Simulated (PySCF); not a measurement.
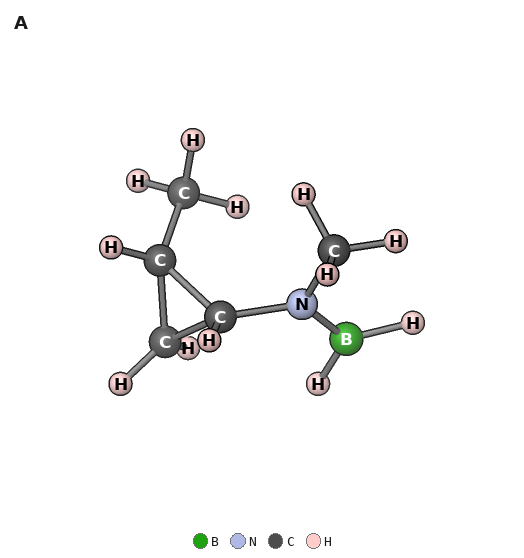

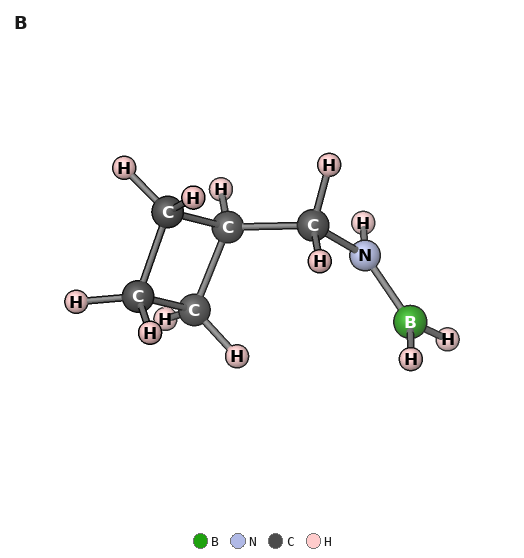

2 stationary structures of one formula. Geometries: GFN2-xTB. Electronic energies: ωB97X-D/def2-SVPD (PySCF 2.14.0), without zero-point energy. No frequency run is at hand to confirm each as a minimum. Each is one conformer, not always the lowest.

How are they related?

They are constitutional isomers of C5H12BN: A `BN(C)[C@@H]1C[C@@H]1C`, B `BNCC1CCC1`.

Which is lowest in energy, and by how much?

B is lowest; A lies 7.9 kcal/mol above it.

The geometry is semi-empirical. Around B such bond lengths and angles can be off by a tenth of an ångström or more and by several degrees, and values that hang on the shape move with them.
